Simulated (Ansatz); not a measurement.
# Cl₂FH₄N₂Ta: what the fields show

The calculation's input:

```
crystal:
  periodic: [false, false, false]
  atoms:
    - { symbol: Ta, position_ang: [0.0, 0.0, 0.0] }
    - { symbol: "N", position_ang: [2.16, 0.0, 0.0] }
    - { symbol: H, position_ang: [2.69, -0.5118, 0.762] }
    - { symbol: H, position_ang: [2.69, 0.5118, -0.762] }
    - { symbol: Cl, position_ang: [0.0, 0.0, 2.47] }
    - { symbol: "N", position_ang: [0.0, 0.0, -2.16] }
    - { symbol: H, position_ang: [-0.6116, -0.6845, -2.69] }
    - { symbol: H, position_ang: [0.6116, 0.6845, -2.69] }
    - { symbol: F, position_ang: [-0.965, 1.6714, 0.0] }
    - { symbol: Cl, position_ang: [-1.235, -2.139, 0.0] }
basis:
  gaussian: { orbitals: def2-SVP }
hamiltonian:
  xc: pbe
  dispersion: d4
relax:
  f_tol: 0.02
  max_steps: 40
output:
  orbitals: {}
```

Launched as:

```sh
ansatz run input.yaml --threads 4 --pin off --max-ram 5120MiB --backend cpu --events-out ev --progress --plain --runs-dir out
```

The fields are those of the run's last geometry, not of the input's.

Core potentials replace the inner electrons of Ta.

The calculation used Ansatz 0.2.0, RKS PBE-D4/def2-SVP.

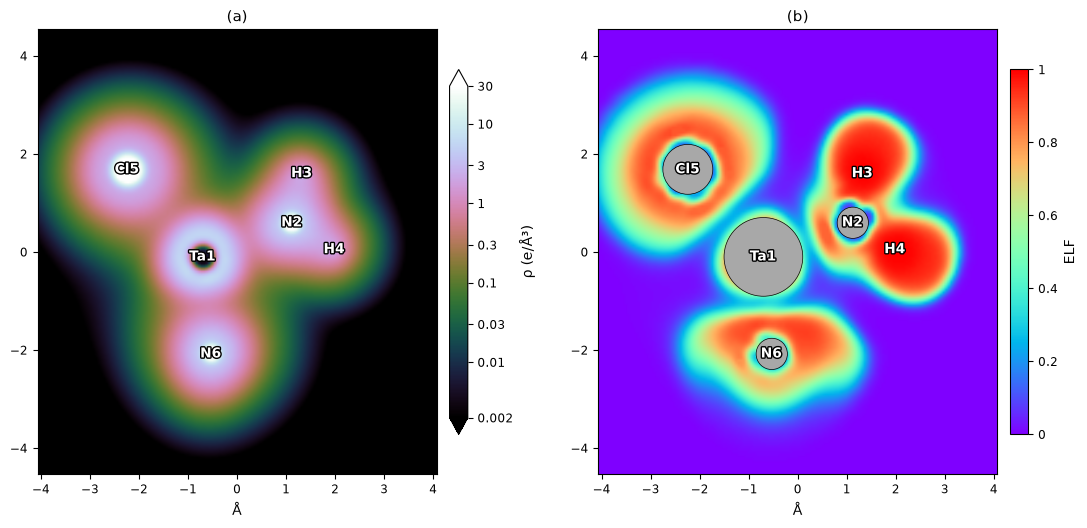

Figure 1. (a) electron density; (b) electron localisation function on the plane of atoms N2, Ta1 and Cl5. Grey discs cover the atomic cores in the ELF map.

Describe what can be read from this map.

Atoms in the plane: Ta, N, H and Cl.
Ta–N (1.95 Å): the density is about 1 e/Å³ at the midpoint; the ELF peaks at about 0.85 in the valence shell of N, 0.7 Å from its nucleus, and drops to about 0.30 between the two atoms.
Ta–Cl (2.36 Å): the density is about 0.58 e/Å³ at the midpoint; the ELF peaks at about 0.85 in the valence shell of Cl, 0.8 Å from its nucleus, and is about 0.35 at the midpoint.
N–H (1.02 Å): the density is about 2.7 e/Å³ at the midpoint; the ELF climbs to about 1 towards the hydrogen, as it does in any bond to H; an ordinary covalent bond to hydrogen.

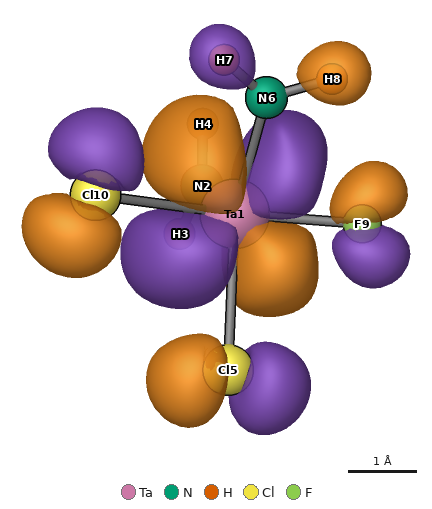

Figure 2. One frontier orbital at ±0.08 Å⁻³ᐟ² (orange and purple are the two phases), seen at an oblique angle.

Which orbital is it: HOMO or LUMO?

The LUMO, at −3.12 eV. By Hirshfeld shares it lies mainly on Ta1 (about 65 %), Cl10 (about 10 %), Cl5 (about 10 %) and F9 (about 10 %).

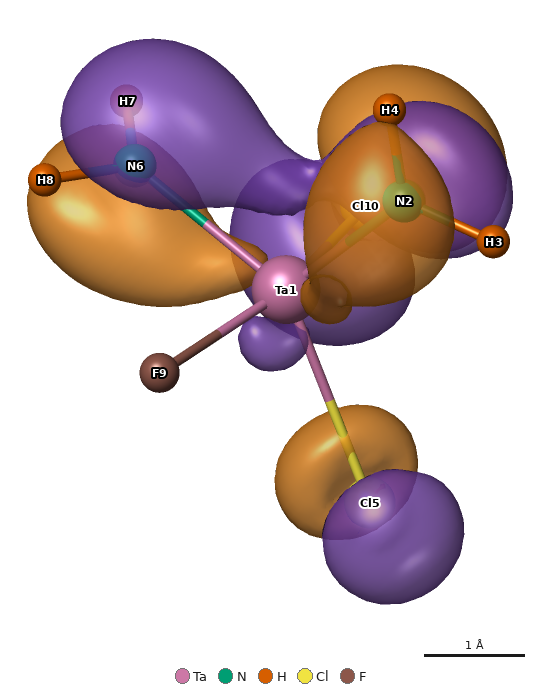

Figure 3. The HOMO at ±0.1 Å⁻³ᐟ² (orange and purple are the two phases), seen at a tilt.

Describe this orbital and give its energy.

By Hirshfeld shares it lies mainly on Cl10 (about 35 %), N6 (about 25 %), N2 (about 15 %), Ta1 (about 10 %) and Cl5 (about 10 %); largely a combination of lone pairs on Cl10, N6, N2 and Cl5. Its energy is −6.80 eV.
